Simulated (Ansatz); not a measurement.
# ZrGe5: what a guessed cell relaxes into, part 2 of 2

Where does this trial cell of ZrGe5 go when cell and atoms are let free?

Ansatz 0.2.0; DFT PBE, scalar-relativistic, plane waves, PAW. Earlier steps stand in the parts before.

## 4. Full relaxation

File input.yaml:

```yaml
crystal:
  lattice:
    - [0.0, 3.80415147, 3.80415147]
    - [3.80415147, 0.0, 3.80415147]
    - [3.80415147, 3.80415147, 0.0]
  atoms:
    - { symbol: Zr, position: [0.0, 0.0, 0.0] }
    - { symbol: Ge, position: [0.125, 0.625, 0.625] }
    - { symbol: Ge, position: [0.625, 0.625, 0.625] }
    - { symbol: Ge, position: [0.625, 0.125, 0.625] }
    - { symbol: Ge, position: [0.625, 0.625, 0.125] }
    - { symbol: Ge, position: [0.25, 0.25, 0.25] }
basis:
  ecutwfc: 420
kpoints:
  mp_grid: { grid: [8, 8, 8] }
hamiltonian:
  xc: pbe
scf:
  occupations: { method: gaussian, width: 0.1 }
output:
  forces: true
  stress: true
  eigenvalues: true
relax:
  adjacent_minimum: "off"
  f_tol: 0.01
  max_steps: 80
  cell: { stress_tol: 0.05 }
```

Launch:

```bash
> ansatz run input.yaml --threads 1 --pin off --max-ram 2560MiB --backend cpu --events-out ev --progress --plain --runs-dir out
```

Output:

```text
Warning: RAYON_NUM_THREADS=1 ignored (pool sized by the plan → 1); use --threads N
Engine: ansatz 0.2.0, aarch64-unknown-linux-gnu
Pseudopotentials: kind: paw
Pseudopotential: Zr, paw, valence charge 12, recommended cutoff 420 eV (normal), Zr.paw.azcp
Pseudopotential: Ge, paw, valence charge 14, recommended cutoff 420 eV (normal), Ge.paw.azcp
Functional definition: PBE
  parameter kappa = 0.804
  parameter beta = 0.06672455060314922
  exchange = pbe_x(kappa = kappa, mu = beta*pi^2/3)
  correlation = pbe_c(beta = beta)
Crystal: 6 atoms, lattice volume = 110.104 Å³
Basis set: ecut = 420 eV, 2109 PW (Γ), exchange–correlation on 72×72×72 points (8 copies of the dense FFT grid, shifted against one another)
Bands: 50, of which v1, the nominal top of the filled ones, is band 41 counted from 1 (40 counted from 0)
Symmetry: 24 space group operations
Space group: F-43m (ITA 216), of the structure as read, at distance tolerance 4.8e-5 Å
k-points: 29 of 512 (time reversal used)
Non-local potential: Zr, projectors of the file, l = 0: 3, l = 1: 2, l = 2: 2, l = 3: 2
Non-local potential: Ge, projectors of the file, l = 0: 2, l = 1: 2, l = 2: 3, l = 3: 1
PAW form: soft (Blöchl's): semilocal exchange-correlation on the pseudo side does not see the compensation charge
PAW one-centre angular grid: Zr, 590 points (default); XC on 64 Gauss nodes
PAW one-centre angular grid: Ge, 590 points (default); XC on 64 Gauss nodes
Initial density: superposition of atomic densities (neutral atoms: chi_scale 0, normalization atom), corrected by the library's trained network
Initial wavefunctions: pseudopotential atomic-orbital guess
Functional: x = pbe(κ = 0.804, μ = 0.2195149727645171), c = pbe(β = 0.06672455060314922)
SCF iter   1: F=—  HF=-25657.931661 eV  |F-HF|=—  |Δ(HF+E_count)|=         —  Δρ=4.32e-3  dr2=5.74e-2  ethr=1.77e-3  ⟨swp⟩=5.6  Hψ=5715  notcnv=0  defer=3
preconditioner: auto → Kerker (q_TF=auto, 2.598 Å⁻¹)  [metal: Δε(μ)=0.014 eV  Ē_g=21.478 eV  σ=0.100 eV  W_gap=0.08  n_scr=26 (ndim 8)  ℏωp=31.7 eV  f_vac=0.000  D(μ)=5.98/eV (n_scr^D=58)]
SCF iter   2: F=—  HF=-25657.922989 eV  |F-HF|=—  |Δ(HF+E_count)|=   8.67e-3  Δρ=2.59e-3  dr2=2.02e-2  ethr=7.00e-5  ⟨swp⟩=1.0  Hψ=1682  notcnv=0  defer=4
SCF iter   3: F=—  HF=-25657.918427 eV  |F-HF|=—  |Δ(HF+E_count)|=   4.56e-3  Δρ=7.17e-4  dr2=4.58e-4  ethr=2.47e-5  ⟨swp⟩=2.0  Hψ=1888  notcnv=0  defer=4
SCF iter   4: F=—  HF=-25657.918078 eV  |F-HF|=—  |Δ(HF+E_count)|=   3.50e-4  Δρ=2.64e-4  dr2=4.59e-5  ethr=5.59e-7  ⟨swp⟩=2.0  Hψ=2468  notcnv=0  defer=4
SCF iter   5: F=—  HF=-25657.918122 eV  |F-HF|=—  |Δ(HF+E_count)|=   4.38e-5  Δρ=6.51e-5  dr2=4.38e-6  ethr=5.60e-8  ⟨swp⟩=2.0  Hψ=2254  notcnv=0  defer=4
SCF iter   6: F=—  HF=-25657.918119 eV  |F-HF|=—  |Δ(HF+E_count)|=   2.14e-6  Δρ=3.10e-5  dr2=1.31e-6  ethr=5.34e-9  ⟨swp⟩=2.0  Hψ=2469  notcnv=0  defer=4
SCF iter   7: F=—  HF=-25657.918119 eV  |F-HF|=—  |Δ(HF+E_count)|=   4.44e-7  Δρ=1.22e-5  dr2=2.39e-7  ethr=1.60e-9  ⟨swp⟩=2.2  Hψ=2312  notcnv=0  defer=4
SCF iter   8: F=-25657.918119 eV  HF=-25657.918119 eV  |F-HF|=7.88e-9  |Δ(HF+E_count)|=   4.14e-8  Δρ=2.77e-6  dr2=7.19e-9  ethr=1.22e-10  ⟨swp⟩=8.1  Hψ=4953  notcnv=0
SCF 1 converged in 8 iterations: F = -25657.918119 eV  dr2 = 7.19e-9
relax step   1: F+E_penalty+E_count = -25657.91811890 eV  Δ(F+E_penalty+E_count) = +0.000e0 eV  max|allowed force component| = 9.339e-2 eV/Å  Δτ_max = 0.0000 Å  P = +2.931 GPa  Ω = 110.104 Å³  (8 SCF iters, dr2 threshold 1.00e-7 eV, accepted)
Crystal: 6 atoms, lattice volume = 115.108 Å³
Basis set: ecut = 420 eV, 2229 PW (Γ), exchange–correlation on 72×72×72 points (8 copies of the dense FFT grid, shifted against one another)
Initial density: handed on by an earlier stage of this run
Initial wavefunctions: those handed on with the density
iter 1 solved again at ethr=5.06e-5 eV; its pass at ethr=3.10e-3 eV (dr2=4.15e-2 eV) is discarded
SCF iter   1: F=—  HF=-25657.958780 eV  |F-HF|=—  |Δ(HF+E_count)|=         —  Δρ=3.31e-3  dr2=4.14e-2  ethr=5.06e-5  ⟨swp⟩=1.1  Hψ=6675  notcnv=0
preconditioner: auto → Kerker (q_TF=auto, 2.578 Å⁻¹)  [metal: Δε(μ)=0.012 eV  Ē_g=21.400 eV  σ=0.100 eV  W_gap=0.07  n_scr=26 (ndim 8)  ℏωp=31.0 eV  f_vac=0.000  D(μ)=6.00/eV (n_scr^D=58)]
SCF iter   2: F=—  HF=-25657.952965 eV  |F-HF|=—  |Δ(HF+E_count)|=   5.82e-3  Δρ=1.24e-3  dr2=3.71e-3  ethr=5.05e-5  ⟨swp⟩=1.6  Hψ=1493  notcnv=0
SCF iter   3: F=—  HF=-25657.952385 eV  |F-HF|=—  |Δ(HF+E_count)|=   5.80e-4  Δρ=5.20e-4  dr2=4.70e-4  ethr=4.52e-6  ⟨swp⟩=1.5  Hψ=1491  notcnv=0
SCF iter   4: F=—  HF=-25657.952331 eV  |F-HF|=—  |Δ(HF+E_count)|=   5.40e-5  Δρ=1.71e-4  dr2=3.29e-5  ethr=5.73e-7  ⟨swp⟩=2.1  Hψ=2627  notcnv=0
SCF iter   5: F=—  HF=-25657.952305 eV  |F-HF|=—  |Δ(HF+E_count)|=   2.58e-5  Δρ=6.09e-5  dr2=4.59e-6  ethr=4.01e-8  ⟨swp⟩=2.0  Hψ=2515  notcnv=0
SCF iter   6: F=-25657.952306 eV  HF=-25657.952306 eV  |F-HF|=5.59e-8  |Δ(HF+E_count)|=   2.76e-7  Δρ=1.08e-5  dr2=1.49e-7  ethr=7.32e-10  ⟨swp⟩=3.0  Hψ=4978  notcnv=0
SCF 2 converged in 6 iterations: F = -25657.952306 eV  dr2 = 1.49e-7
relax step   2: F+E_penalty+E_count = -25657.95230570 eV  Δ(F+E_penalty+E_count) = -3.419e-2 eV  max|allowed force component| = 1.052e-2 eV/Å  Δτ_max = 0.0085 Å  P = -0.731 GPa  Ω = 115.108 Å³  energy of the carried Pulay correction = -9.482e-4 eV  (6 SCF iters, dr2 threshold 6.00e-7 eV, accepted)
Crystal: 6 atoms, lattice volume = 114.096 Å³
iter 1 solved again at ethr=1.50e-6 eV; its pass at ethr=3.10e-3 eV (dr2=1.23e-3 eV) is discarded
SCF iter   1: F=—  HF=-25657.955172 eV  |F-HF|=—  |Δ(HF+E_count)|=         —  Δρ=5.95e-4  dr2=1.30e-3  ethr=1.50e-6  ⟨swp⟩=2.7  Hψ=6037  notcnv=0
preconditioner: auto → Kerker (q_TF=auto, 2.582 Å⁻¹)  [metal: Δε(μ)=0.002 eV  Ē_g=21.335 eV  σ=0.100 eV  W_gap=0.01  n_scr=26 (ndim 8)  ℏωp=31.1 eV  f_vac=0.000  D(μ)=6.20/eV (n_scr^D=58)]
SCF iter   2: F=—  HF=-25657.954992 eV  |F-HF|=—  |Δ(HF+E_count)|=   1.80e-4  Δρ=2.18e-4  dr2=9.94e-5  ethr=1.50e-6  ⟨swp⟩=1.7  Hψ=1500  notcnv=0
SCF iter   3: F=—  HF=-25657.955018 eV  |F-HF|=—  |Δ(HF+E_count)|=   2.57e-5  Δρ=9.23e-5  dr2=1.29e-5  ethr=1.21e-7  ⟨swp⟩=1.4  Hψ=1489  notcnv=0
SCF iter   4: F=—  HF=-25657.955015 eV  |F-HF|=—  |Δ(HF+E_count)|=   2.50e-6  Δρ=2.94e-5  dr2=7.35e-7  ethr=1.57e-8  ⟨swp⟩=2.0  Hψ=2620  notcnv=0
SCF iter   5: F=-25657.955015 eV  HF=-25657.955015 eV  |F-HF|=9.13e-10  |Δ(HF+E_count)|=   7.10e-7  Δρ=9.89e-6  dr2=9.80e-8  ethr=7.32e-10  ⟨swp⟩=4.3  Hψ=4293  notcnv=0
SCF 3 converged in 5 iterations: F = -25657.955015 eV  dr2 = 9.80e-8
relax step   3: F+E_penalty+E_count = -25657.95501455 eV  Δ(F+E_penalty+E_count) = -2.709e-3 eV  max|allowed force component| = 8.336e-3 eV/Å  Δτ_max = 0.0002 Å  P = -0.057 GPa  Ω = 114.096 Å³  energy of the carried Pulay correction = -7.598e-4 eV  (5 SCF iters, dr2 threshold 6.00e-7 eV, accepted)
Crystal: 6 atoms, lattice volume = 114.010 Å³
iter 1 solved again at ethr=7.70e-9 eV; its pass at ethr=3.10e-3 eV (dr2=6.32e-6 eV) is discarded
SCF iter   1: F=—  HF=-25657.955035 eV  |F-HF|=—  |Δ(HF+E_count)|=         —  Δρ=5.70e-5  dr2=6.69e-6  ethr=7.70e-9  ⟨swp⟩=2.0  Hψ=5859  notcnv=0
preconditioner: auto → Kerker (q_TF=auto, 2.582 Å⁻¹)  [metal: Δε(μ)=0.001 eV  Ē_g=21.358 eV  σ=0.100 eV  W_gap=0.01  n_scr=26 (ndim 8)  ℏωp=31.1 eV  f_vac=0.000  D(μ)=6.17/eV (n_scr^D=58)]
SCF iter   2: F=—  HF=-25657.955070 eV  |F-HF|=—  |Δ(HF+E_count)|=   3.54e-5  Δρ=3.02e-5  dr2=1.05e-6  ethr=7.70e-9  ⟨swp⟩=1.4  Hψ=1482  notcnv=0
SCF iter   3: F=—  HF=-25657.955070 eV  |F-HF|=—  |Δ(HF+E_count)|=   9.76e-8  Δρ=1.20e-5  dr2=1.91e-7  ethr=1.28e-9  ⟨swp⟩=1.0  Hψ=1455  notcnv=0
SCF iter   4: F=—  HF=-25657.955070 eV  |F-HF|=—  |Δ(HF+E_count)|=   1.97e-8  Δρ=3.17e-6  dr2=8.23e-9  ethr=2.33e-10  ⟨swp⟩=2.0  Hψ=2529  notcnv=0
SCF iter   5: F=-25657.955070 eV  HF=-25657.955070 eV  |F-HF|=1.82e-11  |Δ(HF+E_count)|=   1.13e-8  Δρ=1.24e-6  dr2=9.36e-10  ethr=9.98e-12  ⟨swp⟩=4.0  Hψ=4267  notcnv=0
SCF 4 converged in 5 iterations: F = -25657.955070 eV  dr2 = 9.36e-10
relax step   4: F+E_penalty+E_count = -25657.95506983 eV  Δ(F+E_penalty+E_count) = -5.528e-5 eV  max|allowed force component| = 2.575e-3 eV/Å  Δτ_max = 0.0006 Å  P = +0.002 GPa  Ω = 114.010 Å³  energy of the carried Pulay correction = -7.437e-4 eV  (5 SCF iters, dr2 threshold 8.18e-9 eV, accepted)
Basis set: ecut = 420 eV, 2229 PW (Γ), exchange–correlation on 80×80×80 points (8 copies of the dense FFT grid, shifted against one another)
Initial wavefunctions: pseudopotential atomic-orbital guess (no wavefunctions were taken with the density)
iter 1 solved again at ethr=4.88e-8 eV; its pass at ethr=3.10e-3 eV (dr2=4.00e-5 eV) is discarded
SCF iter   1: F=—  HF=-25657.949280 eV  |F-HF|=—  |Δ(HF+E_count)|=         —  Δρ=1.24e-3  dr2=3.67e-5  ethr=4.88e-8  ⟨swp⟩=3.0  Hψ=8773  notcnv=0
preconditioner: auto → Kerker (q_TF=auto, 2.582 Å⁻¹)  [metal: Δε(μ)=0.001 eV  Ē_g=21.359 eV  σ=0.100 eV  W_gap=0.01  n_scr=26 (ndim 8)  ℏωp=31.1 eV  f_vac=0.000  D(μ)=6.17/eV (n_scr^D=58)]
SCF iter   2: F=—  HF=-25657.954134 eV  |F-HF|=—  |Δ(HF+E_count)|=   4.85e-3  Δρ=6.28e-4  dr2=9.49e-6  ethr=4.47e-8  ⟨swp⟩=1.0  Hψ=1450  notcnv=0
SCF iter   3: F=—  HF=-25657.955794 eV  |F-HF|=—  |Δ(HF+E_count)|=   1.66e-3  Δρ=1.35e-5  dr2=7.57e-8  ethr=1.16e-8  ⟨swp⟩=1.0  Hψ=1450  notcnv=0
SCF iter   4: F=—  HF=-25657.955793 eV  |F-HF|=—  |Δ(HF+E_count)|=   9.99e-7  Δρ=2.19e-6  dr2=3.27e-9  ethr=9.23e-11  ⟨swp⟩=2.0  Hψ=2567  notcnv=0
SCF iter   5: F=—  HF=-25657.955793 eV  |F-HF|=—  |Δ(HF+E_count)|=   1.11e-9  Δρ=8.45e-7  dr2=4.68e-10  ethr=3.99e-12  ⟨swp⟩=2.2  Hψ=2484  notcnv=0
SCF iter   6: F=-25657.955793 eV  HF=-25657.955793 eV  |F-HF|=3.64e-11  |Δ(HF+E_count)|=  1.27e-10  Δρ=1.84e-7  dr2=3.33e-11  ethr=1.00e-12  ⟨swp⟩=2.2  Hψ=5259  notcnv=0
SCF 5 converged in 6 iterations: F = -25657.955793 eV  dr2 = 3.33e-11
relax step   5: F+E_penalty+E_count = -25657.95579299 eV  Δ(F+E_penalty+E_count) = -7.232e-4 eV  max|allowed force component| = 2.594e-3 eV/Å  Δτ_max = 0.0000 Å  P = +0.003 GPa  Ω = 114.010 Å³  stress off target by 2.78e-3 GPa  SCF on the basis re-selected at this cell (its energy is not comparable with the rows above)  (6 SCF iters)
basis re-selected at this cell: Δ(F+E_penalty+E_count) = -7.232e-4 eV, ΔP = +0.001 GPa vs the last step (what re-selecting the basis moved, of the pressure what is left beyond the Pulay correction that the steps carried, after the strain that the cell walked since its last selection, with what the two solves' SCF thresholds leave and, on support functions, any second-order correction that the steps lacked; it is no measure of the basis error at this ecutwfc). The dense FFT grid was sized anew with the basis: this SCF ran on 40×40×40 points, the steps before it on 36×36×36, so part of this shift can come from that change (see relax.cell in the input reference). This SCF's stress stands 2.78e-3 GPa from its target on what of the cell is left free (relax.cell.stress_tol is 5.00e-2 GPa) and its largest allowed force component is 2.59e-3 eV/Å (relax.f_tol is 1.00e-2 eV/Å): within both
SCF converged after 6 iterations
Free energy (F): -25657.955793 eV
Harris-Foulkes:  -25657.955793 eV  (|F-HF|=3.64e-11)
Internal energy: -25657.924932 eV  (E = F + TS)
E sigma→0 (E₀):  -25657.940362 eV
Entropy (-TS):   -0.030861 eV (-5.144 meV/atom)
Fermi energy:    12.259464 eV
--- Per-component energies (eV) ---
  E_band       = -613.505664
  E_kinetic    = 885.016738
  E_local      = -11472.886134  (includes V_loc(G=0)·N_el)
  E_nonlocal   = 2160.476992
  E_hartree    = 4974.139825
  E_xc         = -540.528394
  E_vxc        = -514.953572  (∫ρ·V_xc dr)
  E_paw        = -13039.588651  (= ΣΔE_a)
  E_vpaw       = -1619.440706  (= ΣTr[D̂ρ^β])
  E_aug_tail   = 0.001507  (compensation charges beyond the density's cutoff)
  E_ewald      = -8624.556815
  E_smearing   = -0.030861  (= −TS)
  E_closure    = 0.000000  (closes the sum)
  Σ components = -25657.955793   (vs F -25657.955793, Δ=0.00e0)
--- Forces (eV/Å), atoms counted from 1 ---
  atom   1  Zr     0.00000000    -0.00000000    -0.00000000
  atom   2  Ge    -0.00259416     0.00259416     0.00259416
  atom   3  Ge    -0.00259416    -0.00259416    -0.00259416
  atom   4  Ge     0.00259416    -0.00259416     0.00259416
  atom   5  Ge     0.00259416     0.00259416    -0.00259416
  atom   6  Ge    -0.00000000     0.00000000     0.00000000
  max |Σ_I F_I| component: 5.61e-17 eV/Å
--- Stress (GPa, compression-positive) ---
        0.002775       0.000000       0.000000
        0.000000       0.002775       0.000000
        0.000000       0.000000       0.002775
  P = ⅓ Tr σ = 0.0028 GPa (0.028 kbar)
--- Band table (eV; the first three rows and the last of 29) ---
  k-point 0: bands = ["-37.3679", "-15.3663", "-15.3663", "-15.3663", "-12.6558", "-12.5797", "-12.5797", "-12.5797", "-12.5705", "-12.5705", "-12.4584", "-12.4584", "-12.4584", "-12.4061", "-12.4061", "-12.4061", "-12.4041", "-12.4041", "-12.4041", "-12.4014", "-12.4014", "-12.3293", "-12.3293", "-12.3293", "-12.1935", "-12.1935", "-12.1935", "-12.1927", "-12.1927", "-0.9152", "5.2379", "5.8242", "5.8242", "5.8242", "6.2158", "7.7231", "7.7231", "7.7231", "9.3319", "9.3319", "12.3282", "12.3282", "12.3282", "14.8242", "14.8242", "14.8242", "14.9896", "15.7932", "15.7932", "18.6066"]
  k-point 1: bands = ["-37.3679", "-15.3667", "-15.3663", "-15.3663", "-12.6495", "-12.5777", "-12.5760", "-12.5760", "-12.5651", "-12.5651", "-12.4591", "-12.4568", "-12.4568", "-12.4118", "-12.4085", "-12.4085", "-12.4062", "-12.4047", "-12.4047", "-12.4019", "-12.4019", "-12.3371", "-12.3371", "-12.3293", "-12.1936", "-12.1935", "-12.1935", "-12.1925", "-12.1925", "-0.8068", "4.4432", "5.4219", "5.7021", "5.7021", "6.8581", "7.8526", "7.8526", "8.5893", "9.4670", "9.4670", "11.8231", "12.3641", "12.3641", "14.7871", "14.7871", "14.8710", "15.8003", "15.8003", "15.8543", "18.0318"]
  k-point 2: bands = ["-37.3679", "-15.3678", "-15.3662", "-15.3662", "-12.6339", "-12.5726", "-12.5726", "-12.5702", "-12.5433", "-12.5433", "-12.4608", "-12.4523", "-12.4523", "-12.4333", "-12.4173", "-12.4173", "-12.4065", "-12.4065", "-12.4063", "-12.4022", "-12.4022", "-12.3579", "-12.3579", "-12.3293", "-12.1937", "-12.1934", "-12.1934", "-12.1921", "-12.1921", "-0.4919", "3.2404", "5.0612", "5.4644", "5.4644", "7.5640", "8.0804", "8.0804", "9.8763", "9.8763", "10.0874", "11.5227", "12.4079", "12.4079", "14.6857", "14.6857", "14.8284", "15.9088", "15.9088", "16.4669", "16.8032"]
  k-point 28: bands = ["-37.3679", "-15.3681", "-15.3675", "-15.3669", "-12.5609", "-12.5541", "-12.5538", "-12.5538", "-12.4928", "-12.4871", "-12.4813", "-12.4724", "-12.4447", "-12.4438", "-12.4438", "-12.4395", "-12.4190", "-12.4178", "-12.4064", "-12.4049", "-12.4048", "-12.4035", "-12.3815", "-12.3803", "-12.1945", "-12.1929", "-12.1928", "-12.1918", "-12.1913", "1.1791", "1.3744", "3.0254", "4.2286", "6.1794", "8.3292", "8.9949", "9.1618", "11.4055", "11.5569", "11.7428", "11.7892", "12.1859", "13.0528", "14.0489", "14.1553", "14.8960", "15.0103", "15.8772", "15.9563", "15.9817"]
--- Relaxed structure (4 steps of the walk, 4 accepted, 1 SCFs on fresh bases) ---
  F+E_penalty+E_count = -25657.95579299 eV   max|allowed force component| = 2.594e-3 eV/Å   (the final SCF, on the basis selected at the relaxed cell)
  cell:  # Å, volume = 114.0100 Å³
    - [-1.5540884700331547e-33, 3.8486141684889286, 3.8486141684889286]
    - [3.8486141684889286, 1.808857071677935e-33, 3.8486141684889286]
    - [3.8486141684889286, 3.8486141684889286, 1.0190744065791237e-34]
  atoms:
    - { symbol: Zr, position: [-4.631331176434375e-20, -2.4937937103876643e-20, -1.7812812217054848e-20] }
    - { symbol: Ge, position: [0.1271384432563868, 0.6242871855812046, 0.6242871855812046] }
    - { symbol: Ge, position: [0.6242871855812046, 0.6242871855812046, 0.6242871855812046] }
    - { symbol: Ge, position: [0.6242871855812046, 0.1271384432563868, 0.6242871855812046] }
    - { symbol: Ge, position: [0.6242871855812046, 0.6242871855812046, 0.1271384432563868] }
    - { symbol: Ge, position: [0.25, 0.25, 0.25] }
```

Run time: 78 s. Hardware: 1 thread of Arm Neoverse V1, shared host; peak memory 0.43 GiB.

Step by step:

```
step  E - E(step 1) (eV/cell)  largest force component (eV/Å)  pressure (GPa)  volume (Å³)
   1                   0.0000                          0.0934            2.93       110.10
   2                  -0.0342                          0.0105           -0.73       115.11
   3                  -0.0369                          0.0083           -0.06       114.10
   4                  -0.0370                          0.0026            0.00       114.01
   5                  -0.0377                          0.0026            0.00       114.01
```

Step 1 is the start. Step 5 repeats the geometry before it on a plane-wave basis chosen anew for that cell, so its energy need not be comparable with the rows above.

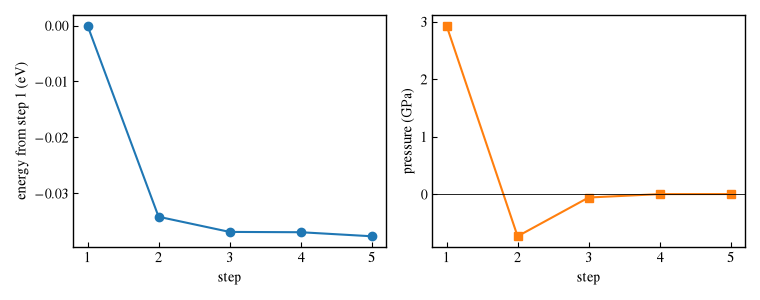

Energy and pressure along the relaxation.

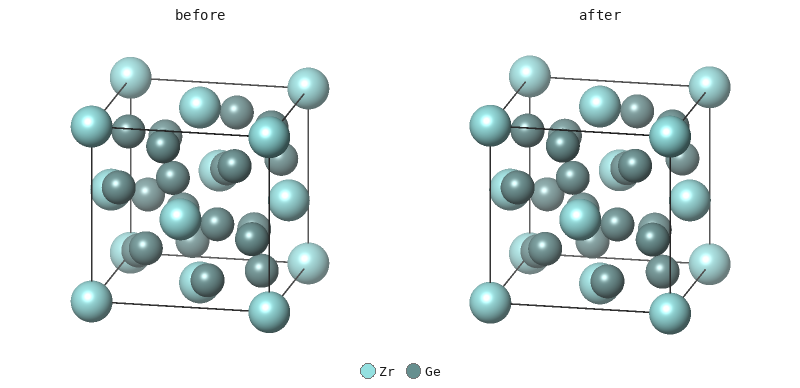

The structure before (left) and after (right) the relaxation, drawn at the same scale. The change is too small to see at this scale.

Lengths and angles in the start's conventional setting:

|  | before | after | change |
| --- | --- | --- | --- |
| a (Å) | 7.608 | 7.697 | +1.2 % |
| b (Å) | 7.608 | 7.697 | +1.2 % |
| c (Å) | 7.608 | 7.697 | +1.2 % |
| volume (Å³/atom) | 18.35 | 19.00 | +3.5 % |
| shortest distance (Å) | 2.690 | 2.706 | +0.6 % |
| space group (0.01 Å) | F-43m | F-43m | same |

Forces and stress were held to the start's 24 operations: a distortion of lower symmetry was not tested.

## 5. Changing settings: occupations.method tetrahedron, width left out

File input.yaml:

```yaml
crystal:
  lattice:
    - [0.0, 3.8486141685, 3.8486141685]
    - [3.8486141685, 0.0, 3.8486141685]
    - [3.8486141685, 3.8486141685, 0.0]
  atoms:
    - { symbol: Zr, position: [0.0, 0.0, 0.0] }
    - { symbol: Ge, position: [0.1271384433, 0.6242871856, 0.6242871856] }
    - { symbol: Ge, position: [0.6242871856, 0.6242871856, 0.6242871856] }
    - { symbol: Ge, position: [0.6242871856, 0.1271384433, 0.6242871856] }
    - { symbol: Ge, position: [0.6242871856, 0.6242871856, 0.1271384433] }
    - { symbol: Ge, position: [0.25, 0.25, 0.25] }
basis:
  ecutwfc: 420
kpoints:
  mp_grid: { grid: [8, 8, 8] }
hamiltonian:
  xc: pbe
scf:
  occupations: { method: tetrahedron }
output:
  forces: true
  eigenvalues: true
  stress: true
```

Launch:

```bash
> ansatz run input.yaml --threads 1 --pin off --max-ram 2560MiB --backend cpu --events-out ev --progress --plain --runs-dir out
```

Output (excerpt; [...] marks lines left out):

```text
Warning: output.forces, output.stress, relax.cell or npt_langevin: where a Kohn–Sham band that disperses or a degenerate level is filled in part under the method tetrahedron, the forces or the stress that this run publishes need not agree with its energy (scf.occupations.method in the [...]
Warning: RAYON_NUM_THREADS=1 ignored (pool sized by the plan → 1); use --threads N
[...]
Pseudopotentials: kind: paw
Pseudopotential: Zr, paw, valence charge 12, recommended cutoff 420 eV (normal), Zr.paw.azcp
Pseudopotential: Ge, paw, valence charge 14, recommended cutoff 420 eV (normal), Ge.paw.azcp
[...]
Fermi energy:    12.274620 eV
[...]
--- Forces (eV/Å), atoms counted from 1 ---
  atom   1  Zr     0.00000000    -0.00000000     0.00000000
  atom   2  Ge    -0.00351512     0.00351512     0.00351512
  atom   3  Ge    -0.00351512    -0.00351512    -0.00351512
  atom   4  Ge     0.00351512    -0.00351512     0.00351512
  atom   5  Ge     0.00351512     0.00351512    -0.00351512
  atom   6  Ge    -0.00000000     0.00000000    -0.00000000
[...]
--- Stress (GPa, compression-positive) ---
       -0.187979       0.000000       0.000000
        0.000000      -0.187979       0.000000
        0.000000       0.000000      -0.187979
  P = ⅓ Tr σ = -0.1880 GPa (-1.880 kbar)
--- Band table (eV; the first three rows and the last of 29) ---
[...]
```

Wall time 15 s (1 thread of Arm Neoverse V1, shared host); peak memory 0.4 GiB.

```tsv
run	ending	energy change	pressure (GPa)	gap (eV)	force (eV/Å)	cycles	time
step 4	converged	0	0.0	0.00	0.00	-	78 s
variant	converged	-4.9 meV/atom (σ→0)	-0.2	0.00	0.01	7	15 s
```

Changing the smearing moves the energy by -4.9 meV/atom (σ→0 values).

## 6. What came out

What follows sums up all 2 parts. Changes of volume or cell count from the first structure of part 1.

| quantity | value |
| --- | --- |
| symmetry at the end (tolerance 0.05 Å) | space group F-43m (No. 216) |
| conventional cell | a = 7.697 Å, b = 7.697 Å, c = 7.697 Å, α = 90.00°, β = 90.00°, γ = 90.00° |
| volume | 19.00 Å³/atom |
| energy over the elements | +0.13 eV/atom |
| gap on the mesh | none (metal) |

In words: The space group F-43m (No. 216) is kept, and the volume per atom grows by 3.5 % from the first guess. With a positive formation energy it can't be a ground state. No finished test with a distortion of lower symmetry is shown, so the end may be a saddle point. Other magnetic orders were not searched.
